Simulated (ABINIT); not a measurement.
**Beyond one shot: BAs (F-43m)**

How far does self-consistency move the gap of BAs (F-43m)?

Method: PBE and many-body steps on it, plane waves, in ABINIT 10.8.3.

**What was measured.**

- Gap 1.82 eV: indirect optical gap from absorption edge; UV-visible absorption; 300 K; bulk crystal (single crystal grown by chemical vapor transport) (“Basic Physical Properties of Cubic Boron Arsenide”, 2019, arxiv:1911.11281).

- Gap 4.12 eV: direct gap from square of absorption coefficient, average of two samples; spectroscopic ellipsometry; 300 K; bulk crystal (CVT-grown opaque bulk crystals) (“Optical properties of cubic boron arsenide”, 2019, arxiv:1911.04914).

- Gap 2.02 eV: indirect gap from square root of absorption coefficient, average of three samples; transmission and reflection spectroscopy; 300 K; bulk crystal (CVT-grown platelets about 10 um thick) (“Optical properties of cubic boron arsenide”, 2019, arxiv:1911.04914).

**1. The structure**

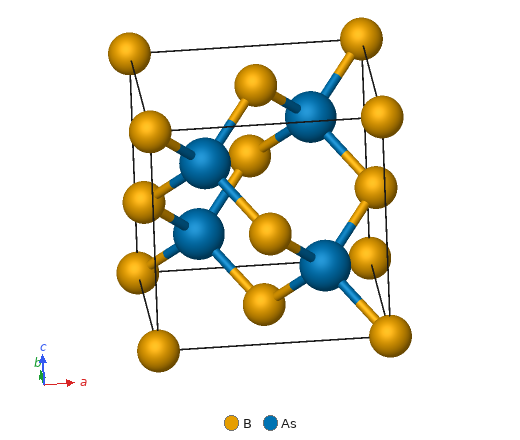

The cell as given, slightly off an axis (boron orange, arsenic blue). This picture shows the conventional cell, with its axes. Bonds to atoms that aren't drawn are left out. Some periodic images of atoms are drawn too.

Coordinates:

```cif
data_structure
_symmetry_space_group_name_H-M 'P 1'
_symmetry_Int_Tables_number 1
_cell_length_a 3.3778
_cell_length_b 3.3778
_cell_length_c 3.3778
_cell_angle_alpha 60.000
_cell_angle_beta 60.000
_cell_angle_gamma 60.000
_cell_volume 27.25
loop_
_atom_site_label
_atom_site_type_symbol
_atom_site_fract_x
_atom_site_fract_y
_atom_site_fract_z
_atom_site_occupancy
B1 B 0.00000 0.00000 0.00000 1
As2 As 0.25000 0.25000 0.25000 1
```

The cell and positions come from the Crystallography Open Database and are kept as given unless a step says otherwise.

**2. Empty states on the mesh, 6×6×6 mesh, 165 bands**

This step: ABINIT 10.8.3; DFT, PBE, plane waves, norm-conserving pseudopotentials.

The sums over transitions need many empty states on a uniform mesh; this step solves for them.

Contents of run.abi:

```
acell 3*1.0 Angstrom
rprim 
  -0.000000000000 2.388500000000 2.388500000000
  2.388500000000 -0.000000000000 2.388500000000
  2.388500000000 2.388500000000 -0.000000000000
ntypat 2
znucl 5 33
natom 2
typat 1 2
xred 
  0.000000000000 0.000000000000 0.000000000000
  0.250000000000 0.250000000000 0.250000000000
pp_dirpath "pseudos"
pseudos "B.upf, As.upf"
ecut 44
ngkpt 6 6 6
nshiftk 1
shiftk 0 0 0
kptopt 1
chksymbreak 0
irdden 1
istwfk *1
nband 165
prtvol 0
optdriver 6
gwr_task "HDIAGO"
paral_kgb 0
occopt 1
indata_prefix "in"
outdata_prefix "out"
tmpdata_prefix "tmp"
```

Started as:

```
$ OMP_NUM_THREADS=1 mpirun -n 4 abinit run.abi > log
```

The program printed:

```text
.Version 10.8.3 of ABINIT. v10.8.2 released Aug 2026.

 Symmetries : space group F-4 3 m (#216); Bravais cF (face-center cubic)
[... echo of the input left out ...]
== DATASET  1 ==================================================================
-   mpi_nproc: 4, omp_nthreads: 1 (-1 if OMP is not activated)

--- !DatasetInfo
iteration_state: {dtset: 1, }
dimensions: {natom: 2, nkpt: 16, mband: 165, nsppol: 1, nspinor: 1, nspden: 1, mpw: 2637, }
cutoff_energies: {ecut:  44.0, pawecutdg:  -1.0, }
[...]
Indirect band gap semiconductor
 Fundamental gap:     1.293 (eV)
   VBM:     7.999 (eV) at k: [ 0.0000E+00,  0.0000E+00,  0.0000E+00]
   CBM:     9.292 (eV) at k: [ 3.3333E-01,  3.3333E-01,  0.0000E+00]
 Direct gap:         3.289 (eV) at k: [ 0.0000E+00,  0.0000E+00,  0.0000E+00]

== END DATASET(S) ==============================================================
================================================================================

 -outvars: echo values of variables after computation  --------
           etotal      0.0000000000E+00
            nband         165
             nkpt          16
          spgroup         216
 [... the other variables as echoed above ...]

 Calculation completed.
```

Run time: 43 s. Hardware: 4 MPI ranks of Intel Xeon Platinum 8375C at 2.90GHz (Ice Lake), shared host; peak memory 1.7 GiB; 2.9 min of CPU time.

This step gave:

- gap: 1.293 eV
- k of the valence top: 0, 0, 0
- k of the conduction bottom: 0.3333, 0.3333, 0
- least direct gap: 3.289 eV
- k points computed: 16
- lowest point of the top converged band, above the valence top: 158.6059 eV

On this mesh the gap is 1.293 eV.

The density comes from a self-consistent run that is not shown.

**3. Screening, 6×6×6 mesh, 157 bands, screening to 228.6 eV**

The RPA dielectric matrix is built and inverted for each q.

This step: RPA screening on PBE, plane waves, norm-conserving pseudopotentials.

Changes to run.abi since step 2:

```diff
@@ -20,10 +20,11 @@
 chksymbreak 0
-irdden 1
 istwfk *1
-nband 165
-prtvol 0
-optdriver 6
-gwr_task "HDIAGO"
-paral_kgb 0
 occopt 1
+irdwfk 1
+optdriver 3
+nband 157
+ecuteps 8.4
+inclvkb 2
+awtr 1
+symchi 1
 indata_prefix "in"
```

The program printed:

```text
.Version 10.8.3 of ABINIT. v10.8.2 released Aug 2026.

 Symmetries : space group F-4 3 m (#216); Bravais cF (face-center cubic)
[... echo of the input left out ...]
== DATASET  1 ==================================================================
-   mpi_nproc: 4, omp_nthreads: 1 (-1 if OMP is not activated)

--- !DatasetInfo
iteration_state: {dtset: 1, }
dimensions: {natom: 2, nkpt: 16, mband: 157, nsppol: 1, nspinor: 1, nspden: 1, mpw: 2637, }
cutoff_energies: {ecut:  44.0, pawecutdg:  -1.0, }
electrons: {nelect:   2.60000000E+01, charge:   0.00000000E+00, occopt:   1.00000000E+00, tsmear:   1.00000000E-02, }

 SCREENING: Calculation of the susceptibility and dielectric matrices

 Based on a program developped by R.W. Godby, V. Olevano, G. Onida, and L. Reining.
 Incorporated in ABINIT by V. Olevano, G.-M. Rignanese, and M. Torrent.
.Using double precision arithmetic ; gwpc =  8

[... cell and pseudopotentials left out ...]
--------------------------------------------------------------------------------

 ==== K-mesh for the wavefunctions ====
 Number of points in the irreducible wedge :    16
[... list of points left out ...]
 Together with 24 symmetry operations and time-reversal symmetry
 yields   216 points in the full Brillouin Zone.

 ==== Q-mesh for the screening function ====
 Number of points in the irreducible wedge :    16
[... list of points left out ...]
 Together with 24 symmetry operations and time-reversal symmetry
 yields   216 points in the full Brillouin Zone.

 setmesh: FFT mesh size selected  =    27x   27x   27
          total number of points  =        19683

 vcoul_init : cutoff-mode = AUXILIARY_FUNCTION
 q-points for optical limit:   1
     1)      0.000010    0.000020    0.000030

- screening: taking advantage of time-reversal symmetry
- Maximum band index for partially occupied states nbvw = 13
- Remaining bands to be divided among processors   nbcw = 144
- Number of bands treated by each node ~36

 Number of electrons calculated from density =   26.0000; Expected =   26.0000
 average of density, n =  0.141374
 r_s =    1.1908
 omega_plasma =   36.2695 [eV]

 calculating chi0 at frequencies [eV] :
  1    0.000000E+00    0.000000E+00
  2    0.000000E+00    3.626946E+01

--------------------------------------------------------------------------------
  q-point number  1        q = ( 0.000000, 0.000000, 0.000000) [r.l.u.]
--------------------------------------------------------------------------------
[... chi0 elements left out ...]
 For q-point:  0.000010 0.000020 0.000030
  dielectric constant =  10.5130
  dielectric constant without local fields =  11.5135

  Average fulfillment of the sum rule on Im[epsilon] for q-point    1 :     60.37  [%]
[... wings left out ...]
  q-point number  2        q = ( 0.166667, 0.000000, 0.000000) [r.l.u.]
--------------------------------------------------------------------------------
[... chi0 elements left out ...]
  Average fulfillment of the sum rule on Im[epsilon] for q-point    2 :     70.22  [%]

 [... 14 further q-points ...]
```

Run time: 3.7 min. Hardware: 4 MPI ranks; peak memory 1.5 GiB; 15 min of CPU time.

This step gave:

* ε∞ with local fields, on this mesh, along the program's q direction: 10.51
* the same without local fields: 11.51
* plasma frequency: 36.27 eV
* plane waves in the screening matrix: 181

Local fields lower ε∞ by 9 %.

**4. G0W0**

The self-energy is evaluated for the states that the input lists, and the levels follow from it, in one-shot runs by the linearised quasiparticle equation.

This step: G0W0 on PBE, plane waves, norm-conserving pseudopotentials.

Changes to run.abi since step 3:

```diff
@@ -23,8 +23,17 @@
 irdwfk 1
-optdriver 3
+optdriver 4
 nband 157
+gwcalctyp 0
+ecutsigx 44
+symsigma 1
+nkptgw 2
+kptgw 
+  0.0000000000 0.0000000000 0.0000000000
+  0.3333333333 0.3333333333 0.0000000000
+bdgw 
+  11 16
+  12 15
 ecuteps 8.4
-inclvkb 2
-awtr 1
-symchi 1
+irdscr 1
+ppmodel 1
 indata_prefix "in"
```

The program printed:

```text
.Version 10.8.3 of ABINIT. v10.8.2 released Aug 2026.

 Symmetries : space group F-4 3 m (#216); Bravais cF (face-center cubic)
[... echo of the input left out ...]
== DATASET  1 ==================================================================
-   mpi_nproc: 4, omp_nthreads: 1 (-1 if OMP is not activated)

--- !DatasetInfo
iteration_state: {dtset: 1, }
dimensions: {natom: 2, nkpt: 16, mband: 157, nsppol: 1, nspinor: 1, nspden: 1, mpw: 2637, }
cutoff_energies: {ecut:  44.0, pawecutdg:  -1.0, }
electrons: {nelect:   2.60000000E+01, charge:   0.00000000E+00, occopt:   1.00000000E+00, tsmear:   1.00000000E-02, }

 SIGMA: Calculation of the GW corrections

 Based on a program developped by R.W. Godby, V. Olevano, G. Onida, and L. Reining.
 Incorporated in ABINIT by V. Olevano, G.-M. Rignanese, and M. Torrent.
.Using double precision arithmetic ; gwpc =  8

[... cell and pseudopotentials left out ...]
--------------------------------------------------------------------------------

 ==== K-mesh for the wavefunctions ====
 Number of points in the irreducible wedge :    16
[... list of points left out ...]
 Together with 24 symmetry operations and time-reversal symmetry
 yields   216 points in the full Brillouin Zone.

 ==== Q-mesh for screening function ====
 Number of points in the irreducible wedge :    16
[... list of points left out ...]
 Together with 24 symmetry operations and time-reversal symmetry
 yields   216 points in the full Brillouin Zone.

 vcoul_init : cutoff-mode = AUXILIARY_FUNCTION
 q-points for optical limit:   1
     1)      0.000010    0.000020    0.000030
 setmesh: FFT mesh size selected  =    40x   40x   40
          total number of points  =        64000

 Number of electrons calculated from density =   26.0000; Expected =   26.0000
 average of density, n =  0.141374
 r_s =    1.1908
 omega_plasma =   36.2695 [eV]

 === KS Band Gaps ===
  >>>> For spin  1
   Minimum direct gap =   3.2894 [eV], located at k-point      :   0.0000  0.0000  0.0000
   Fundamental gap    =   1.2928 [eV], Top of valence bands at :   0.0000  0.0000  0.0000
                                       Bottom of conduction at :   0.3333  0.3333  0.0000
 SIGMA fundamental parameters:
 PLASMON POLE MODEL  1
 number of plane-waves for SigmaX                 2637
 number of plane-waves for SigmaC and W            181
 number of plane-waves for wavefunctions          2637
 number of bands                                   157
 number of independent spin polarizations            1
 number of spinorial components                      1
 number of k-points in IBZ                          16
 number of q-points in IBZ                          16
 number of symmetry operations                      24
 number of k-points in BZ                          216
 number of q-points in BZ                          216
 number of frequencies for dSigma/dE                 9
 frequency step for dSigma/dE [eV]                0.25
 number of omega for Sigma on real axis              0
 max omega for Sigma on real axis  [eV]           0.00
 zcut for avoiding poles [eV]                     0.10

 EPSILON^-1 parameters (SCR file):
 dimension of the eps^-1 matrix on file            181
 dimension of the eps^-1 matrix used               181
 number of plane-waves for wavefunctions          2637
 number of bands                                   157
 number of q-points in IBZ                          16
 number of frequencies                               2
 number of real frequencies                          1
 number of imag frequencies                          1

 matrix elements of self-energy operator (all in [eV])

 Perturbative Calculation

--- !SelfEnergy_ee
iteration_state: {dtset: 1, }
kpoint     : [   0.000,    0.000,    0.000, ]
spin       : 1
KS_gap     :    3.289
QP_gap     :    4.145
Delta_QP_KS:    0.855
data: !SigmaeeData |
     Band     E0 <VxcDFT>   SigX SigC(E0)      Z dSigC/dE  Sig(E)    E-E0       E
       11   7.999 -14.188 -15.543   0.580   0.807  -0.238 -14.814  -0.625   7.373
       12   7.999 -14.188 -15.543   0.580   0.807  -0.238 -14.814  -0.626   7.373
       13   7.999 -14.188 -15.543   0.580   0.807  -0.238 -14.814  -0.626   7.373
       14  11.288 -13.053  -8.369  -4.400   0.810  -0.235 -12.823   0.230  11.518
       15  11.288 -13.053  -8.369  -4.400   0.810  -0.235 -12.823   0.230  11.518
       16  11.288 -13.053  -8.369  -4.400   0.810  -0.235 -12.823   0.230  11.518

--- !SelfEnergy_ee
iteration_state: {dtset: 1, }
kpoint     : [   0.333,    0.333,    0.000, ]
spin       : 1
KS_gap     :    4.744
QP_gap     :    5.560
Delta_QP_KS:    0.815
data: !SigmaeeData |
     Band     E0 <VxcDFT>   SigX SigC(E0)      Z dSigC/dE  Sig(E)    E-E0       E
       12   4.547 -13.197 -16.027   1.794   0.796  -0.256 -14.022  -0.825   3.723
       13   4.547 -13.197 -16.027   1.794   0.796  -0.256 -14.022  -0.825   3.723
       14   9.292 -11.657  -7.564  -4.105   0.817  -0.224 -11.667  -0.009   9.282
       15  11.154 -11.166  -6.440  -4.700   0.816  -0.225 -11.145   0.021  11.174

== END DATASET(S) ==============================================================
================================================================================

 -outvars: echo values of variables after computation  --------
           etotal      0.0000000000E+00
            nband         157
             nkpt          16
          spgroup         216
 [... the other variables as echoed above ...]

 Calculation completed.
```

Wall time 22 s (4 MPI ranks); peak memory 1.4 GiB.

Numbers from this step:

| Quantity | Value |
| --- | --- |
| G0W0 gap on the points computed | 1.909 eV |
| starting gap on the mesh | 1.293 eV |
| k of the valence top | 0, 0, 0 |
| k of the conduction bottom | 0.3333, 0.3333, 0 |
| Z at the valence top | 0.807 |
| Z at the conduction bottom | 0.817 |
| least direct G0W0 gap on the computed points | 4.145 eV |

The gap on the mesh goes from 1.29 eV to 1.91 eV, a correction of +0.62 eV.

**5. evGW0, cycle 1**

This step: evGW0 on PBE, plane waves, norm-conserving pseudopotentials.

Changes to run.abi since step 4:

```diff
@@ -25,12 +25,40 @@
 nband 157
-gwcalctyp 0
+gwcalctyp 10
 ecutsigx 44
 symsigma 1
-nkptgw 2
+nkptgw 16
 kptgw 
   0.0000000000 0.0000000000 0.0000000000
+  0.1666666667 0.0000000000 0.0000000000
+  0.3333333333 0.0000000000 0.0000000000
+  0.5000000000 0.0000000000 0.0000000000
+  0.1666666667 0.1666666667 0.0000000000
+  0.3333333333 0.1666666667 0.0000000000
+  0.5000000000 0.1666666667 0.0000000000
+  -0.3333333333 0.1666666667 0.0000000000
+  -0.1666666667 0.1666666667 0.0000000000
   0.3333333333 0.3333333333 0.0000000000
+  0.5000000000 0.3333333333 0.0000000000
+  -0.3333333333 0.3333333333 0.0000000000
+  0.5000000000 0.5000000000 0.0000000000
+  0.5000000000 0.3333333333 0.1666666667
+  -0.3333333333 0.3333333333 0.1666666667
+  -0.3333333333 0.5000000000 0.1666666667
 bdgw 
-  11 16
-  12 15
+  11 17
+  11 17
+  11 17
+  11 17
+  11 17
+  11 17
+  11 17
+  11 17
+  11 17
+  11 17
+  11 17
+  11 17
+  11 17
+  11 17
+  11 17
+  11 17
 ecuteps 8.4
```

The program printed:

```text
.Version 10.8.3 of ABINIT. v10.8.2 released Aug 2026.

 Symmetries : space group F-4 3 m (#216); Bravais cF (face-center cubic)
[... echo of the input left out ...]
== DATASET  1 ==================================================================
-   mpi_nproc: 4, omp_nthreads: 1 (-1 if OMP is not activated)

--- !DatasetInfo
iteration_state: {dtset: 1, }
dimensions: {natom: 2, nkpt: 16, mband: 157, nsppol: 1, nspinor: 1, nspden: 1, mpw: 2637, }
cutoff_energies: {ecut:  44.0, pawecutdg:  -1.0, }
electrons: {nelect:   2.60000000E+01, charge:   0.00000000E+00, occopt:   1.00000000E+00, tsmear:   1.00000000E-02, }

 SIGMA: Calculation of the GW corrections

 Based on a program developped by R.W. Godby, V. Olevano, G. Onida, and L. Reining.
 Incorporated in ABINIT by V. Olevano, G.-M. Rignanese, and M. Torrent.
.Using double precision arithmetic ; gwpc =  8

[... cell and pseudopotentials left out ...]
--------------------------------------------------------------------------------

 ==== K-mesh for the wavefunctions ====
 Number of points in the irreducible wedge :    16
[... list of points left out ...]
 Together with 24 symmetry operations and time-reversal symmetry
 yields   216 points in the full Brillouin Zone.

 ==== Q-mesh for screening function ====
 Number of points in the irreducible wedge :    16
[... list of points left out ...]
 Together with 24 symmetry operations and time-reversal symmetry
 yields   216 points in the full Brillouin Zone.

 vcoul_init : cutoff-mode = AUXILIARY_FUNCTION
 q-points for optical limit:   1
     1)      0.000010    0.000020    0.000030
 setmesh: FFT mesh size selected  =    40x   40x   40
          total number of points  =        64000

 Number of electrons calculated from density =   26.0000; Expected =   26.0000
[...]
QP_gap     :    9.199
Delta_QP_KS:    0.990
data: !SigmaeeData |
     Band     E_DFT   <VxcDFT>   E(N-1)  <Hhartree>   SigX  SigC[E(N-1)]    Z     dSigC/dE  Sig[E(N)]  DeltaE  E(N)_pert E(N)_diago
[...]
--- !SelfEnergy_ee
iteration_state: {dtset: 1, }
kpoint     : [  -0.333,    0.500,    0.167, ]
spin       : 1
KS_gap     :    8.747
QP_gap     :    9.702
Delta_QP_KS:    0.955
data: !SigmaeeData |
     Band     E_DFT   <VxcDFT>   E(N-1)  <Hhartree>   SigX  SigC[E(N-1)]    Z     dSigC/dE  Sig[E(N)]  DeltaE  E(N)_pert E(N)_diago
[...]
16    16.682   -13.155    16.682    29.836    -6.477    -6.294     0.780    -0.282   -12.855     0.299    16.981    17.065
       17    16.914   -12.961    16.914    29.875    -6.395    -6.198     0.784    -0.275   -12.672     0.288    17.202    17.282

 New Fermi energy :        3.032579E-01 Ha ,    8.252069E+00 eV

 === QP Band Gaps ===
  >>>> For spin  1
   Minimum direct gap =   4.3479 [eV], located at k-point      :   0.0000  0.0000  0.0000
   Fundamental gap    =   2.0558 [eV], Top of valence bands at :   0.0000  0.0000  0.0000
                                       Bottom of conduction at :   0.3333  0.3333  0.0000

 writing QP data on file : out_QPS

 Convergence of QP corrections
 >>>>> For spin  1 <<<<<
.  kptgw no:  1; Maximum DeltaE = (     NaN     NaN) for band index:  2
.  kptgw no:  2; Maximum DeltaE = (   0.000   0.000) for band index:  1
.  kptgw no:  3; Maximum DeltaE = (   0.230   0.000) for band index:  1
.  kptgw no:  4; Maximum DeltaE = (   0.258   0.000) for band index:  1
[...]
.  kptgw no: 15; Maximum DeltaE = (   0.005  -0.000) for band index:  1
.  kptgw no: 16; Maximum DeltaE = (   0.126   0.000) for band index:  1

== END DATASET(S) ==============================================================
================================================================================

 -outvars: echo values of variables after computation  --------
           etotal      0.0000000000E+00
            nband         157
             nkpt          16
          spgroup         216
 [... the other variables as echoed above ...]

 Calculation completed.
```

Elapsed: 9.5 min, on 4 MPI ranks; peak memory 1.5 GiB; 38 min of CPU time.

Numbers from this step:

```
quasiparticle gap on the mesh                         : 2.056 eV
gap of the density functional on the mesh             : 1.293 eV
k of the valence top                                  : 0, 0, 0
k of the conduction bottom                            : 0.3333, 0.3333, 0
Z at the valence top                                  : 0.807
Z at the conduction bottom                            : 0.817
least direct quasiparticle gap on the computed points : 4.348 eV
```

Against G0W0 in ABINIT (6×6×6 mesh, 157 bands, screening to 228.6 eV, Godby-Needs plasmon pole), the gap moves by +0.147 eV. This first cycle still uses the starting levels; it takes the full correction, at all points of the mesh, and its linearised value is 1.909 eV.

(Part 1 of 3 ends here.)

[Paths, hosts, dates, memory and timing lines, banners, echoed tables and standing remarks are left out of the program output.]

[Logs are printed without paths, hosts, clocks, repeated set-up lines and the standing remarks that a program may print on its own settings, such as how far it seeks lower states.]

[Runs of the session that timed out or met a known fault of the program may be left out.]

[Hosts, paths, dates, database ids (printed as entryN), source tags and the programs' standing remarks are cut or masked in the printed files.]

[G0W0 gaps are taken among the corrected bands and points alone; a level outside them can change the order at an edge.]

[Where Ansatz stands beside ABINIT at settings called matched, ABINIT's density can come from a denser mesh and the files from another edition; pairs whose starting gaps differed by over 0.03 eV were left out, so agreement reads better than it is.]
